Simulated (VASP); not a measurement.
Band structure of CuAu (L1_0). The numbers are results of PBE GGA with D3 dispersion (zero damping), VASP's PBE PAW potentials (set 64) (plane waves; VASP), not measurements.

Unless said otherwise, spin-orbit coupling is left out, though it shifts the bands of the heavy elements here.

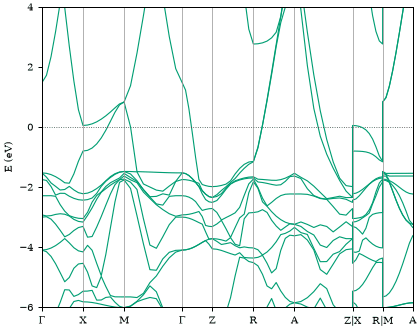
Bands along high-symmetry lines, zero at the valence-band maximum or, without a gap, the Fermi level

Read the plot: is there a gap, and where are the band edges?

It has no gap at this level: it comes out as a metal or semimetal. (Edges off the drawn lines would not show.)

The compound is CuAu in the L1_0 structure. It was relaxed first.
